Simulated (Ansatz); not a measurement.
Fields on a plane of GeSe (GeS type, space group Pnma)

```
GeSe
1.0
   10.51975     0.00000     0.00000
    0.00000     3.82370     0.00000
    0.00000     0.00000     4.14287
Ge Se
4 4
Direct
  0.61626   0.75000   0.59745
  0.88374   0.25000   0.09745
  0.38374   0.25000   0.40255
  0.11626   0.75000   0.90255
  0.35696   0.75000   0.99218
  0.14304   0.25000   0.49218
  0.64304   0.25000   0.00782
  0.85696   0.75000   0.50782
```

The slice is a (100) plane (indices of the conventional cell) through the point (0.884, 0.250, 0.097) (fractional), spanned by u = [010] and v = [001] in vectors of this cell: u (3.82 Å) and v (4.14 Å, at 90° to u). It covers one period; positions are fractions (u, v).

Atoms on it: Ge at (0.00, 0.00). Other atoms lie within 1 Å of the plane.

Level of theory: PBEsol-D3(BJ) (plane waves to 420 eV, PAW, scalar-relativistic; Ansatz, a program for electronic structure). k mesh 3×9×8. These are valence fields of a PAW run, semicore shells included where kept as valence: close to a nucleus they are smooth pseudo fields. GeSe was relaxed with its symmetry unable to fall. The relaxed volume of GeSe is well below the measured one.

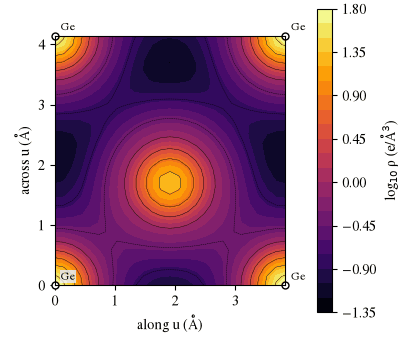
*Log₁₀ of the valence density in e/Å³, one period of the plane, atoms marked. The scale is logarithmic, as a density can span decades between atoms and voids.*

```
|00135776432110112346775310|
|01235776432111112346775321|
|11246665432111112345666421|
|22345655432111112345565432|
|33455554322111112234555543|
|33444443321111111233444443|
|33333333221111111223333333|
|22233322221111111222233322|
|22222222221111111222222222|
|11112222222221222222222111|
|11111222333322233332221111|
|00111123344444444433211110|
|00001123455554555543211000|
|00001123456655566543211000|
|00000123566655566653210000|
|00000123567765677653210000|
|00000012467776777642100000|
|11100012357888887532100011|
|22210001247899987421000122|
|44321000135799975310001234|
|66542100013567653100012456|
|88754210001344431000124578|
|99875320000112110000235789|
|88876531000000000001356788|
|55677642100000000012467765|
|23467754210000000124577643|
|01246765321000001235676421|
|00136775421100011245776310|
```
Scale: ten equal steps from 0.003 (start of '0') to 0.029 (end of '9'), in the order '0123456789'. Values: density of the lowest conduction band (whole band as if filled, smooth part) in e/Å³. The map has 26 points along u (one character each, u = 0 at the left) and 28 along v (v = 0 in the bottom row).
